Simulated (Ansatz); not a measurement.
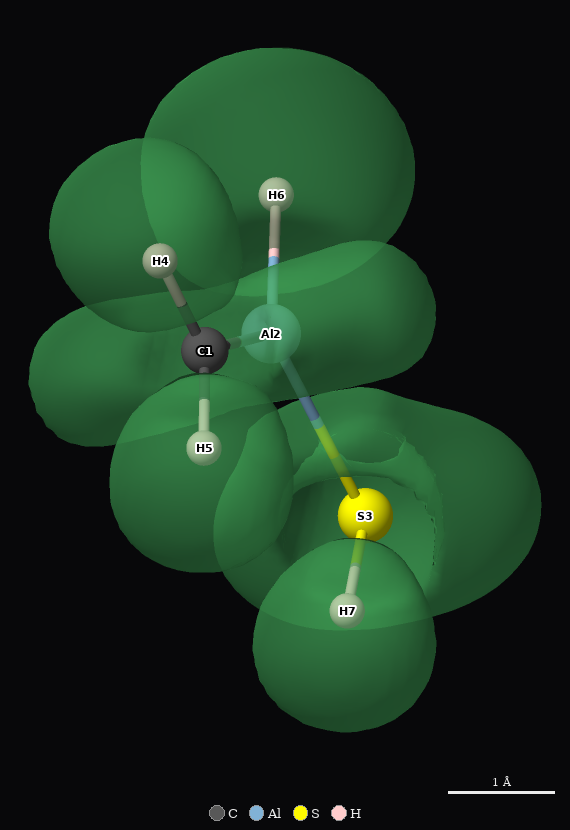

The picture shows: CH$_{4}$AlS (SMILES [CH2-][AlH][SH]) (charge −1). Isosurface of the ELF at 0.8 (green), seen at an oblique angle. Only the valence region is drawn (cores and ρ < 0.01 e/Å³ removed).

The highest occupied orbital lies above zero, a sign that basis and functional describe the outermost electron poorly.

Theory: RKS r2SCAN-D4/def2-SVP in Ansatz.

The calculation's input:

```
crystal:
  periodic: [false, false, false]
  atoms:
    - { symbol: C, position_ang: [-0.63173, 0.28072, -1.18468] }
    - { symbol: Al, position_ang: [-0.1519, 0.13697, 0.6407] }
    - { symbol: S, position_ang: [1.60557, -1.26122, 1.18772] }
    - { symbol: H, position_ang: [-1.7469, 0.24226, -1.22386] }
    - { symbol: H, position_ang: [-0.40101, 1.33925, -1.4604] }
    - { symbol: H, position_ang: [-0.43405, 0.63533, 2.16342] }
    - { symbol: H, position_ang: [1.76002, -1.37331, -0.12291] }
total_charge: -1
basis:
  gaussian: { orbitals: def2-SVP }
hamiltonian:
  xc: r2scan
  dispersion: d4
relax:
  f_tol: 0.015
  max_steps: 40
output:
  orbitals: {}
```

Command:

```sh
ansatz run input.yaml --threads 1 --pin off --max-ram 2048MiB --backend cpu --events-out ev --progress --plain --runs-dir out
```

The fields are those of the relaxed geometry.

### Identify the bonds, lone pairs and shells in this picture.

At this value the surface marks out one region between bonded Al–C atoms (shared pairs), four regions around hydrogen nuclei and one region on S in which the atom's valence shell and bonds are merged.

Values along the shortest contacts:
C–Al (1.83 Å): the ELF peaks at about 0.90 between the atoms; a polar covalent bond. Al–S (2.30 Å): the ELF peaks at about 0.90 in the valence shell of S, 1.0 Å from its nucleus, and is about 0.90 at the midpoint.
